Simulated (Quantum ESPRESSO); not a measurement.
# In2Se2, 1 layer, rectangular cell: a series in strain along the first axis, part 2 of 7

Aim: how the results for In2Se2, 1 layer, rectangular cell change with strain along the first axis.

Quantum ESPRESSO 7.5; plane-wave DFT, PBE, GBRV ultrasoft pseudopotentials.

So far. Step 2 (Variable-cell relaxation of the reference):  The last row is no step: it is a fresh SCF in the final cell with a new plane-wave basis, +1 meV from the row before.

### Step 3. Relaxation with pw.x, -4 %

m0.relax.in

```
&control
  prefix = 'm0.relax'
  outdir = './out'
  pseudo_dir = './pseudo'
  nstep = 40
  forc_conv_thr = 0.0003
  calculation = 'relax'
  tstress = .true.
/
&system
  ibrav = 0
  nat = 8
  ntyp = 2
  ecutwfc = 50
  ecutrho = 250
  occupations = 'smearing'
  smearing = 'fd'
  degauss = 0.002
/
&electrons
  conv_thr = 1e-09
  mixing_beta = 0.4
  electron_maxstep = 120
  mixing_mode = 'plain'
/
&ions
/
ATOMIC_SPECIES
  Se  78.9710  se_pbe_v1.uspp.F.UPF
  In  114.8180  in_pbe_v1.4.uspp.F.UPF
CELL_PARAMETERS angstrom
  3.91768792128000 0.00000000000000 0.00000000000000
  0.00000000000000 7.06788813800000 0.00000000000000
  0.00000000000000 0.00000000000000 20.14290946400000
ATOMIC_POSITIONS crystal
  Se  0.000000000000 0.333334341600 0.366558047100
  Se  0.500000000000 0.833334386500 0.366557955300
  In  0.000000000000 -0.000001105000 0.429924743200
  In  0.500000000000 0.499999043600 0.429924757800
  In  0.000000000000 -0.000001105000 0.570075256800
  In  0.500000000000 0.499999043600 0.570075242200
  Se  0.000000000000 0.333334341600 0.633441952900
  Se  0.500000000000 0.833334386500 0.633442044700
K_POINTS automatic
  8 4 1 0 0 0
```

The run is started by

```bash
$ OMP_NUM_THREADS=1 mpirun -n 4 pw.x -nk 2 -in m0.relax.in > m0.relax.out
```

What it wrote:

```text
[banner, memory and clock lines left out]
Program PWSCF v.7.5 starts
[citation notice left out]

[...]
Message from routine setup:
[...]
bravais-lattice index     =            0
     lattice parameter (alat)  =       7.4034  a.u.
     unit-cell volume          =    3763.9020 (a.u.)^3
     number of atoms/cell      =            8
     number of atomic types    =            2
     number of electrons       =        76.00
     number of Kohn-Sham states=           46
     kinetic-energy cutoff     =      50.0000  Ry
     charge density cutoff     =     250.0000  Ry
     scf convergence threshold =      1.0E-09
     mixing beta               =       0.4000
     number of iterations used =            8  plain     mixing
     energy convergence thresh.=      1.0E-04
     force convergence thresh. =      3.0E-04
     Exchange-correlation=  SLA  PW   PBX  PBC
                           (   1   4   3   4   0   0   0)
     nstep                     =           40

[...]
PseudoPot. # 1 for Se read from file:
     ./pseudo/se_pbe_v1.uspp.F.UPF
     Pseudo is Ultrasoft + core correction, Zval =  6.0
     Generated by new atomic code, or converted to UPF format
     Using radial grid of  877 points,  6 beta functions with:
                l(1) =   0
                l(2) =   0
                l(3) =   1
                l(4) =   1
                l(5) =   2
                l(6) =   2
     Q(r) pseudized with  8 coefficients,  rinner =    1.300   1.300   1.300
                                                       1.300   1.300

     PseudoPot. # 2 for In read from file:
     ./pseudo/in_pbe_v1.4.uspp.F.UPF
     Pseudo is Ultrasoft + core correction, Zval = 13.0
     Generated by new atomic code, or converted to UPF format
     Using radial grid of  889 points,  6 beta functions with:
                l(1) =   0
                l(2) =   0
                l(3) =   1
                l(4) =   1
                l(5) =   2
                l(6) =   2
     Q(r) pseudized with  6 coefficients,  rinner =    1.400   1.400   1.400
                                                       1.400   1.400

     atomic species   valence    mass     pseudopotential
     Se                6.00    78.97100     Se( 1.00)
     In               13.00   114.81800     In( 1.00)

      4 Sym. Ops. (no inversion) found

[...]
number of k points=    15  Fermi-Dirac smearing, width (Ry)=  0.0020
[...]
Dense  grid:   251345 G-vectors     FFT dimensions: (  40,  72, 192)

     Smooth grid:   179875 G-vectors     FFT dimensions: (  36,  64, 180)

     Initial potential from superposition of free atoms

     starting charge      69.9997, renormalised to      76.0000

     negative rho (up, down):  9.632E-04 0.000E+00
     Starting wfcs are   52 randomized atomic wfcs

     per-process dynamical memory:   155.2 Mb

     Self-consistent Calculation

     iteration #  1     ecut=    50.00 Ry     beta= 0.40
     Davidson diagonalization with overlap
     ethr =  1.00E-02,  avg # of iterations =  3.1

     negative rho (up, down):  8.347E-04 0.000E+00

     total energy              =    -706.96438523 Ry
     estimated scf accuracy    <       7.99453383 Ry

     iteration #  2     ecut=    50.00 Ry     beta= 0.40
[...]
negative rho (up, down):  9.140E-04 0.000E+00

[...]
total energy              =    -708.58303157 Ry
     estimated scf accuracy    <       0.17454285 Ry

     iteration #  3     ecut=    50.00 Ry     beta= 0.40
[...]
negative rho (up, down):  9.991E-04 0.000E+00

[...]
total energy              =    -708.61796944 Ry
     estimated scf accuracy    <       0.09160944 Ry

     iteration #  4     ecut=    50.00 Ry     beta= 0.40
[...]
negative rho (up, down):  1.070E-03 0.000E+00

[...]
total energy              =    -708.62500106 Ry
     estimated scf accuracy    <       0.01479424 Ry

     iteration #  5     ecut=    50.00 Ry     beta= 0.40
[...]
negative rho (up, down):  1.096E-03 0.000E+00

[...]
total energy              =    -708.62626838 Ry
     estimated scf accuracy    <       0.00103389 Ry

     iteration #  6     ecut=    50.00 Ry     beta= 0.40
[...]
negative rho (up, down):  1.116E-03 0.000E+00

[...]
total energy              =    -708.62635523 Ry
     estimated scf accuracy    <       0.00014040 Ry

[...]
iteration #  9     ecut=    50.00 Ry     beta= 0.40
[...]
negative rho (up, down):  1.132E-03 0.000E+00

[...]
total energy              =    -708.62641723 Ry
     estimated scf accuracy    <       0.00000046 Ry

     iteration # 10     ecut=    50.00 Ry     beta= 0.40
[...]
negative rho (up, down):  1.135E-03 0.000E+00

[...]
total energy              =    -708.62641737 Ry
     estimated scf accuracy    <       0.00000008 Ry

     iteration # 11     ecut=    50.00 Ry     beta= 0.40
[...]
negative rho (up, down):  1.136E-03 0.000E+00

[...]
total energy              =    -708.62641740 Ry
     estimated scf accuracy    <       0.00000002 Ry

     iteration # 12     ecut=    50.00 Ry     beta= 0.40
[...]
negative rho (up, down):  1.138E-03 0.000E+00

[...]
End of self-consistent calculation

          k = 0.0000 0.0000 0.0000 ( 22475 PWs)   bands (ev):

   -15.2915 -15.1976 -15.1402 -15.0731 -14.9749 -14.9711 -14.9650 -14.9081
   -14.9021 -14.8959 -14.8813 -14.8766 -14.8305 -14.8192 -14.7794 -14.7257
   -14.7212 -14.7159 -14.6936 -14.5580 -13.7605 -13.6191 -12.6404 -12.5625
    -6.7799  -6.4697  -6.0513  -4.2278  -3.6998  -2.7757  -2.4893  -2.3241
    -2.0819  -1.7012  -1.6232  -1.5256  -1.4534  -1.2130   0.4933   1.3091
     1.3313   1.6977   3.1078   3.5075   3.8481   4.2196

          k = 0.0000 0.1386 0.0000 ( 22512 PWs)   bands (ev):

   -15.2632 -15.1675 -15.1456 -15.0749 -15.0218 -14.9711 -14.9685 -14.9646
   -14.8991 -14.8861 -14.8841 -14.8701 -14.8398 -14.8291 -14.7755 -14.7489
   -14.7208 -14.7169 -14.6497 -14.5699 -13.6046 -13.4734 -12.8254 -12.7360
    -6.5620  -6.4002  -5.6785  -4.2976  -3.8599  -2.8844  -2.5049  -2.3691
    -2.3616  -2.2141  -1.6935  -1.6900  -1.6030  -1.1510   1.1835   1.4053
     1.5158   2.4925   3.1243   3.2676   3.6600   4.3625

[...]
the Fermi energy is    -0.4189 ev

!    total energy              =    -708.62641741 Ry
     estimated scf accuracy    <          3.0E-10 Ry
     smearing contrib. (-TS)   =      -0.00000000 Ry
     internal energy E=F+TS    =    -708.62641741 Ry

     The total energy is F=E-TS. E is the sum of the following terms:
     one-electron contribution =   -2248.01972024 Ry
     hartree contribution      =    1154.63316774 Ry
     xc contribution           =    -270.01885920 Ry
     ewald contribution        =     654.77899429 Ry

     convergence has been achieved in  12 iterations

     negative rho (up, down):  1.138E-03 0.000E+00

     Forces acting on atoms (cartesian axes, Ry/au):

     atom    1 type  1   force =     0.00000000   -0.00741793   -0.01209938
     atom    2 type  1   force =     0.00000000   -0.00741774   -0.01209894
     atom    3 type  2   force =     0.00000000    0.00741535    0.01263783
     atom    4 type  2   force =     0.00000000    0.00742033    0.01263779
     atom    5 type  2   force =     0.00000000    0.00741535   -0.01263783
     atom    6 type  2   force =     0.00000000    0.00742033   -0.01263779
     atom    7 type  1   force =     0.00000000   -0.00741793    0.01209938
     atom    8 type  1   force =     0.00000000   -0.00741774    0.01209894

     Total force =     0.040800     Total SCF correction =     0.000106

     Computing stress (Cartesian axis) and pressure

     negative rho (up, down):  1.138E-03 0.000E+00
          total   stress  (Ry/bohr**3)                   (kbar)     P=        8.71
   0.00011487   0.00000000   0.00000000           16.90        0.00        0.00
   0.00000000   0.00003498   0.00000000            0.00        5.15        0.00
   0.00000000   0.00000000   0.00002778            0.00        0.00        4.09

     BFGS Geometry Optimization
     Energy error            =      1.7E-03 Ry
     Gradient error          =      1.3E-02 Ry/Bohr

     number of scf cycles    =   1
     number of bfgs steps    =   0

     energy             new  =    -708.6264174101 Ry

     new trust radius        =       0.0146552059 bohr
     new conv_thr            =       0.0000000010 Ry

ATOMIC_POSITIONS (crystal)
Se               0.0000000000        0.3327789563        0.3662401825
Se               0.5000000000        0.8327790156        0.3662401023
In               0.0000000000        0.0005540866        0.4302567534
In               0.5000000000        0.5005546081        0.4302567670
In               0.0000000000        0.0005540866        0.5697432466
In               0.5000000000        0.5005546081        0.5697432330
Se               0.0000000000        0.3327789563        0.6337598175
Se               0.5000000000        0.8327790156        0.6337598977

[...]
NEW-OLD atomic charge density approx. for the potential

     negative rho (up, down):  1.129E-03 0.000E+00

     per-process dynamical memory:   204.9 Mb

[...]
!    total energy              =    -708.62779104 Ry
[...]
Total force =     0.026875     Total SCF correction =     0.000091
[...]
number of bfgs steps    =   1
[...]
energy             new  =    -708.6277910364 Ry
[...]
new trust radius        =       0.0161207264 bohr
[...]
!    total energy              =    -708.62864947 Ry
[...]
Total force =     0.014412     Total SCF correction =     0.000021
[...]
number of bfgs steps    =   2
[...]
energy             new  =    -708.6286494708 Ry
[...]
new trust radius        =       0.0195709498 bohr
[...]
!    total energy              =    -708.62903389 Ry
[...]
Total force =     0.008660     Total SCF correction =     0.000035
[...]
number of bfgs steps    =   3
[...]
energy             new  =    -708.6290338880 Ry
[...]
new trust radius        =       0.0062583318 bohr
[...]
!    total energy              =    -708.62911659 Ry
[...]
Total force =     0.007763     Total SCF correction =     0.000007
[...]
number of bfgs steps    =   4
[...]
energy             new  =    -708.6291165930 Ry
[...]
new trust radius        =       0.0068841650 bohr
[...]
!    total energy              =    -708.62921036 Ry
[...]
Total force =     0.005872     Total SCF correction =     0.000005
[...]
number of bfgs steps    =   5
[...]
energy             new  =    -708.6292103634 Ry
[...]
new trust radius        =       0.0103262475 bohr
[...]
!    total energy              =    -708.62929422 Ry
[...]
Total force =     0.003828     Total SCF correction =     0.000005
[...]
number of bfgs steps    =   6
[...]
energy             new  =    -708.6292942229 Ry
[...]
new trust radius        =       0.0044748959 bohr
[...]
!    total energy              =    -708.62931659 Ry
[...]
Total force =     0.003523     Total SCF correction =     0.000007
[...]
number of bfgs steps    =   7
[...]
energy             new  =    -708.6293165916 Ry
[...]
new trust radius        =       0.0055336834 bohr
[...]
Self-consistent Calculation

     iteration #  1     ecut=    50.00 Ry     beta= 0.40
     Davidson diagonalization with overlap
     ethr =  1.00E-06,  avg # of iterations =  4.0

     negative rho (up, down):  1.155E-03 0.000E+00

     total energy              =    -708.62930692 Ry
     estimated scf accuracy    <       0.00007613 Ry

[...]
iteration #  7     ecut=    50.00 Ry     beta= 0.40
[...]
negative rho (up, down):  1.155E-03 0.0
```

Run time: 16 min. Hardware: 4 MPI ranks of Arm Neoverse V2, shared host; peak memory 1.5 GiB.

Step by step:

```tsv
step	energy less that of the first step (eV)	largest force (eV/Å)
1	0.0000	0.3768
2	-0.0187	0.2621
3	-0.0304	0.1582
4	-0.0356	0.0990
5	-0.0367	0.0947
6	-0.0380	0.0709
7	-0.0391	0.0364
8	-0.0394	0.0366
9	-0.0398	0.0278
10	-0.0400	0.0194
11	-0.0400	0.0071
```

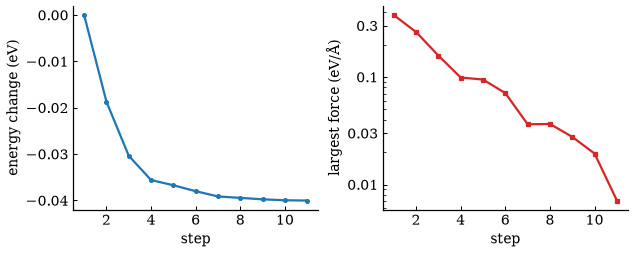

Energy and largest force along the relaxation.

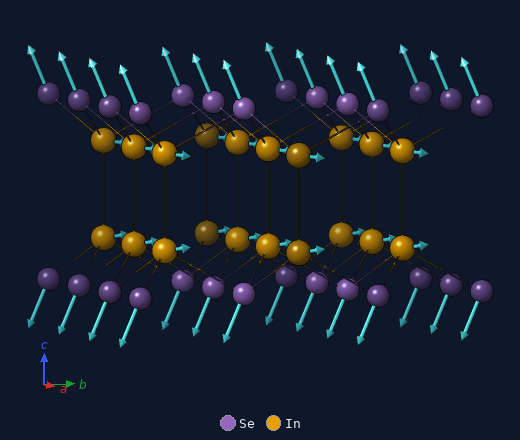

Displacements in the relaxation, exaggerated; the longest in the cell stands for 0.04 Å. 2×1×1 cells are drawn. Some periodic images of atoms are drawn too.

The atoms that moved most (Å):

```tsv
atom	dx	dy	dz	length
Se8	0.000	-0.017	0.041	0.045
Se2	0.000	-0.017	-0.041	0.045
Se1	0.000	-0.017	-0.041	0.045
Se7	0.000	-0.017	0.041	0.045
In4	0.000	0.017	0.002	0.018
In6	0.000	0.017	-0.002	0.018
In3	0.000	0.017	0.002	0.018
In5	0.000	0.017	-0.002	0.018
```

The relaxation lowers the energy by 5 meV an atom.

This step gave:

- free energy: -9641.3936 eV
- Fermi energy: -0.4613 eV

(Part 2 of 7 ends here.)

[Logs are printed without paths, hosts, clocks, repeated set-up lines and the standing remarks that a program may print on its own settings, such as how far it seeks lower states.]

[Hosts, paths, dates, database ids (printed as entryN), source tags and the programs' standing remarks are cut or masked in the printed files.]

[Maps of the electrostatic potential energy from Ansatz leave out the sawtooth potential of an applied field or a dipole correction, so their vacuum need not be flat; planar profiles and work functions include it.]
